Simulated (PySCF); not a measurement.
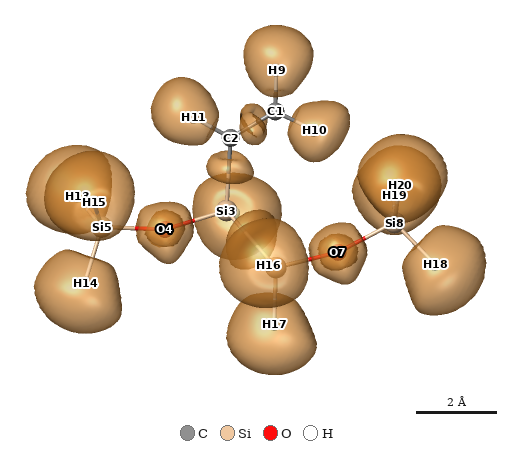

The picture shows: C2H12O2Si4. Isosurface of the ELF at 0.8 (orange), seen across its widest extent. Core shells and regions of very low density are left out.

Geometry: GFN2-xTB.

Method: PBE0/pcSseg-1, SCF density, gas phase, non-relativistic in PySCF 2.14.0.

```
atom    x (Å)    y (Å)    z (Å)
   C  -0.5911   2.2474  -0.8500
   C  -1.2802   1.1274  -0.6911
  Si  -0.5274  -0.6104  -0.6644
   O  -1.6705  -1.6310  -0.0995
  Si  -3.1013  -2.2018   0.3811
  Si   1.2624  -0.8932   0.7459
   O   2.4643   0.0579   0.1974
  Si   3.3691   1.2767  -0.3479
   H  -1.0542   3.2231  -0.8548
   H   0.4791   2.2366  -0.9866
   H  -2.3542   1.2018  -0.5514
   H  -0.3652  -1.0200  -2.0763
   H  -4.0297  -2.1369  -0.7469
   H  -2.8265  -3.5735   0.7995
   H  -3.5633  -1.3642   1.4880
   H   1.0717  -0.4907   2.1510
   H   1.8839  -2.2268   0.7704
   H   4.7560   0.8540  -0.1803
   H   3.0175   1.4721  -1.7559
   H   3.0546   2.4620   0.4494
```

> Identify the bonds, lone pairs and shells in this picture.

The surface consists of one region between bonded C–C atoms (shared pairs), one region between bonded C–Si atoms (shared pairs), one region between bonded Si–Si atoms (shared pairs), twelve regions around hydrogen nuclei and two regions wrapped around O (its lone pairs, merged into a ring or cap).

Values along the shortest contacts:
C–C (1.32 Å): the ELF peaks at about 0.90 between the atoms: a short, multiple covalent bond. Si–O (1.61 Å): the ELF peaks at about 0.85 between the atoms, as expected for a polar covalent bond.
